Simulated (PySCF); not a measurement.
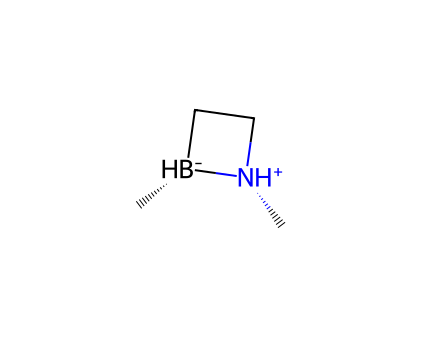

A structural formula.

**Transcribe the drawing into SMILES.**

C[B@@H-]1CC[N@@H+]1C

**Give the formula, hydrogens included.**

C4H12BN.

**An optimisation with GFN2-xTB gave a structure of which point group?**

C1.

More results for the same structure follow; atom numbers are the same in all pictures, views and colours differ. The computed structure is the end point of a GFN2-xTB optimisation. No frequency run is at hand to confirm it as a minimum.

**Shape**

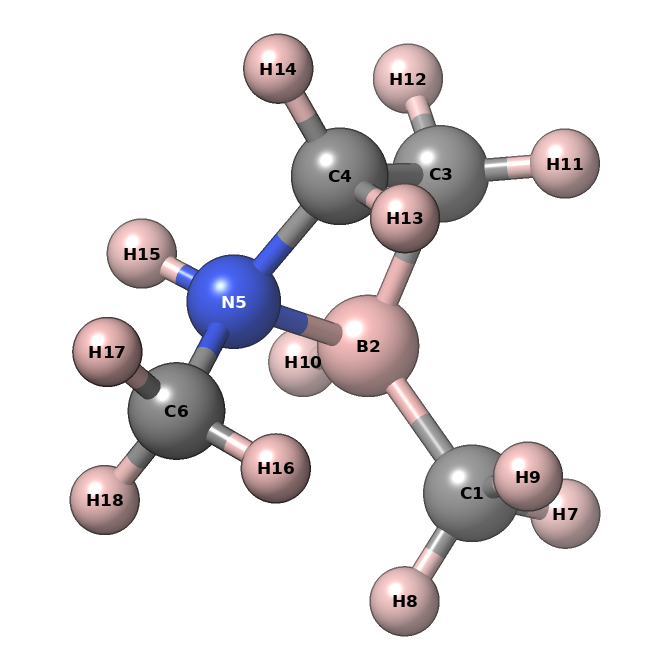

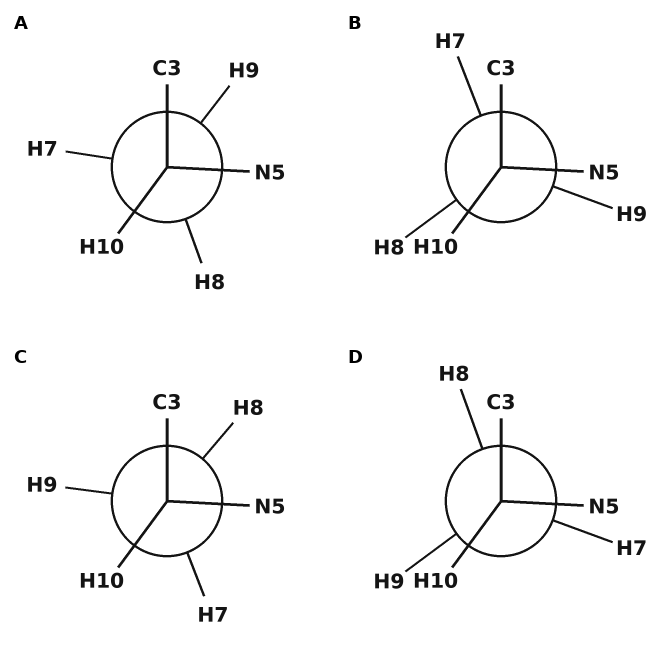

Distant atoms are faded towards the background colour. Bonds that would overlap in a projection are set slightly apart. No frequency run is at hand to confirm it as a minimum.

**Which Newman projection shows the view along B2–C1, with B2 in front?**

A. The torsion angle N5–B2–C1–H7 is −174°, antiperiplanar (anti).

**Electronic properties**

No frequency run is at hand to confirm it as a minimum. Level of theory: B3LYP/pcJ-1, gas phase (PySCF 2.14.0).

What does the calculation give?

- dipole moment: 4.23 D
- HOMO energy (Kohn–Sham orbital): −6.86 eV
- LUMO energy (Kohn–Sham orbital): 0.48 eV
- HOMO–LUMO gap: 7.33 eV

**Spin–spin coupling**

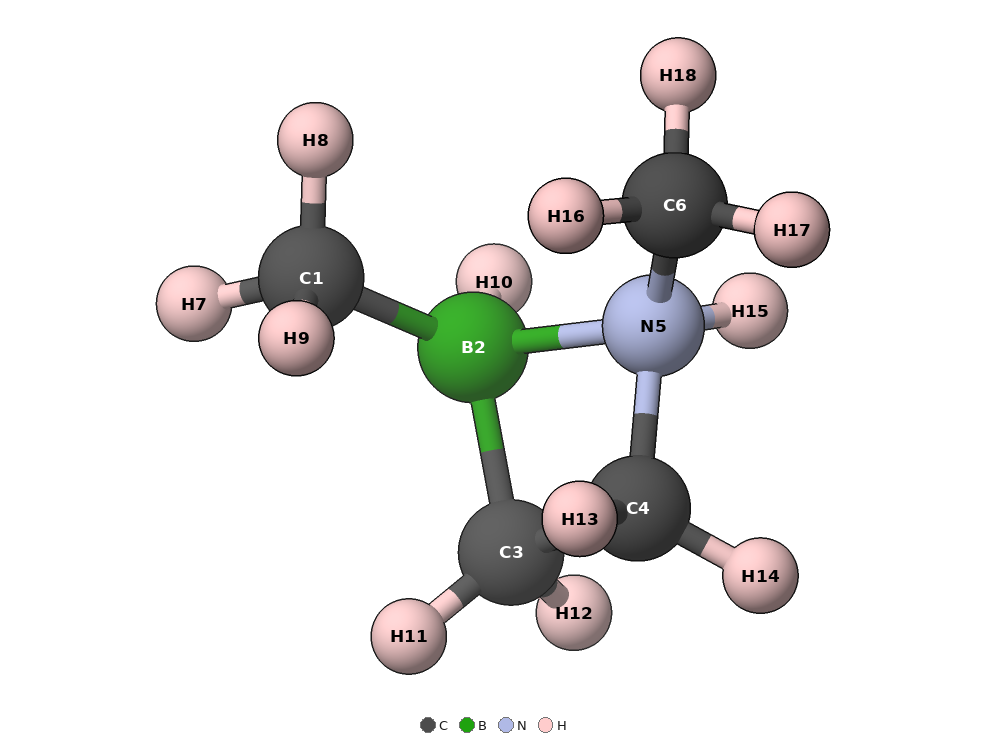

No frequency run is at hand to confirm it as a minimum. Level of theory: B3LYP/pcJ-1 indirect spin-spin coupling, non-relativistic, gas phase (PySCF 2.14.0). Isotopes: 11B, 13C, 1H, 15N.

Give the spin–spin coupling constants of these pairs, with the number of bonds between them: B2/C3, C4/N5, B2/C4, B2/H8, B2/H17, N5/H8.

| pair | bonds apart | J (Hz) |
| --- | --- | --- |
| B2, C3 | 1 | 40.5 |
| C4, N5 | 1 | −5.0 |
| B2, C4 | 2 | −8.1 |
| B2, H8 | 2 | −5.7 |
| B2, H17 | 3 | 3.8 |
| N5, H8 | 3 | −1.3 |

**Quadrupole coupling**

No frequency run is at hand to confirm it as a minimum. Electric field gradients from the ground-state density, B3LYP/pcJ-1 (PySCF 2.14.0), non-relativistic apart from any core potentials.

Give the largest field-gradient component, the quadrupole coupling constant and the asymmetry for 11B at B2 (Q = 40.59 mb), 14N at N5 (Q = 20.44 mb).

| atom | V_zz (a.u.) | e²qQ/h (MHz) | η |
| --- | --- | --- | --- |
| B2 | 0.289 | 2.75 | 0.19 |
| N5 | −0.679 | −3.26 | 0.19 |

The geometry is semi-empirical. Around B such bond lengths and angles can be off by a tenth of an ångström or more and by several degrees, and values that hang on the shape move with them.
